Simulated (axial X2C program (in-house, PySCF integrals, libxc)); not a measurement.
# Relativistic diatomic calculation for AlO

AlO, single determinant with Ω = 1/2. The distance is the PBE0 minimum at charge 0. Computed at this level: expectation values, HF and Kohn-Sham, two-component X2C with atomic mean-field Coulomb and Gaunt terms, Al dyall-v3z, O dyall-av3z (cores contracted) (axial X2C program (in-house, PySCF integrals, libxc)).

### Results in brief

- outcome: converged; the levels of theory disagree widely
- hardware: 1 thread of Arm Neoverse V2, 24 GiB of memory available, shared host
- wall time: 1.2 s
- peak memory: 0.22 GiB

### Input
```
{"zs": [13, 8], "q": 0, "bas": ["dyall-v3z", "dyall-av3z"], "r0": 1.7, "levels": ["PBE0", "HF", "BHandHLYP", "PBE50", "BP86"], "nst": 3}
```

The line is the task of a batch: nuclear charges, charge, bases, the levels to run, a first guess of the distance and further settings. This report covers the levels named above. The log is that of the reference distance, started from orbitals converged before.

The run was one of a batch that the task file lists, launched with:
```bash
python <driver script> task.json out
```

### Log
```
two-component X2C + atomic mean field  PBE0
basis functions 103  fitting functions 591  grid points 4352
iter        total energy     max residual
   1       -317.922579601     7.17e-05
   2       -317.922579676     5.18e-05
   3       -317.922579734     5.57e-05
   4       -317.922579751     2.89e-05
   5       -317.922579754     2.65e-06
converged
one-electron -508.91095797  Coulomb 184.35883590  exact exchange -6.58875752  xc functional -20.47138631  nuclear repulsion 33.72207717  atomic mean-field constant -0.03239102
```

### Expectation values by level of theory

```tsv
quantity	PBE0	HF	BHandHLYP	PBE50	BP86
effective field for an electron dipole moment (GV/cm)	−0.143	−0.186	−0.137	−0.144	−0.137
field gradient at the first nucleus (a.u.)	−0.801	−1.33	−0.828	−0.834	−0.740
field gradient at the second nucleus (a.u.)	1.16	−0.932	1.62	1.45	0.961
A∥/gI, first nucleus (MHz)	358	110	176	202	495
A∥/gI, second nucleus (MHz)	139	512	189	153	131
```

Each column comes from one determinant, in a basis with contracted cores. The levels disagree widely: A∥/gI at the first nucleus runs from 110 to 495 MHz, A∥/gI at the second nucleus runs from 131 to 512 MHz and the field gradient at the second nucleus runs from −0.932 to 1.62 a.u. They may not all have settled in the same state, and these values aren't reliable properties of the molecule.

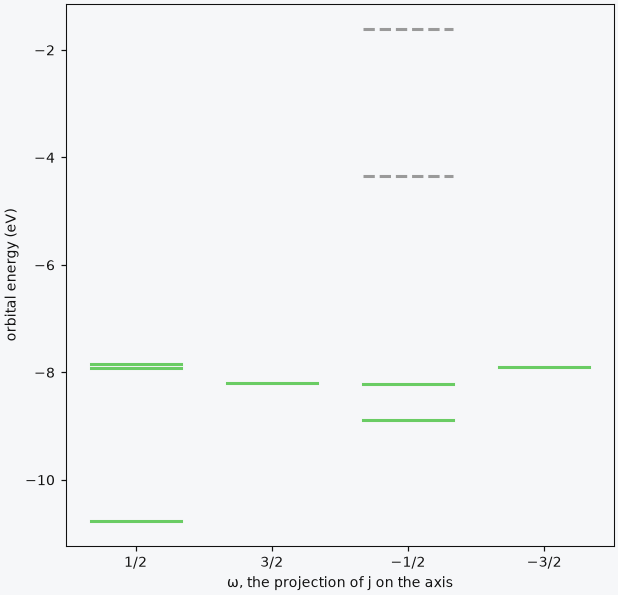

*Orbital energies (PBE0) near the frontier at 1.63 Å, filled (solid) and empty (dashed).*

The highest filled spinor (1/2; 40 % Al s, 30 % Al p) lies at −7.85 eV, the lowest empty one (−1/2; 34 % O p, 32 % Al s) at −4.35 eV.
